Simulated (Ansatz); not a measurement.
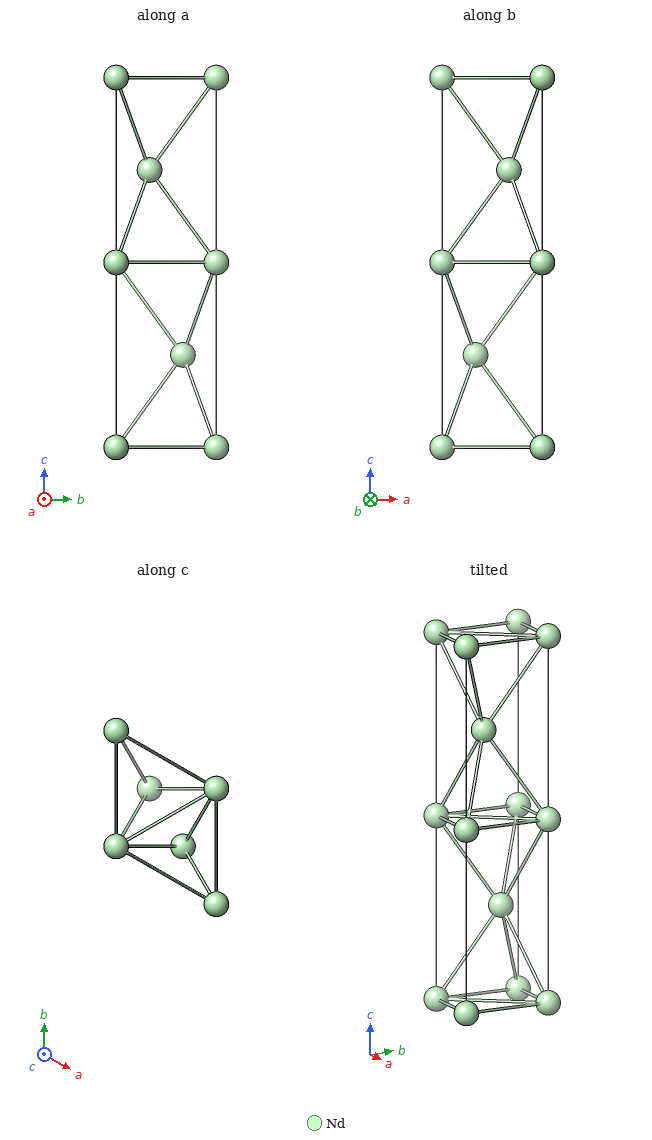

Structure drawing (ball-and-stick), viewed along the a axis, along the b axis, along the c axis and slightly off an axis. The parallelepiped is the conventional unit cell.

Lattice parameters: a = 3.686 Å, b = 3.686 Å, c = 11.786 Å, α = 90.00°, β = 90.00°, γ = 120.00°.

Express the structure as a table of Wyckoff sites.

Space group P6_3/mmc (No. 194).
```csv
atom,site,x,y,z
Nd,2a,0.0000,0.0000,0.0000
Nd,2c,0.3333,0.6667,0.2500
```

The cell started as a structure type known for this element. What is shown is the relaxed result from DFT PBE, scalar-relativistic, plane waves, PAW in Ansatz.
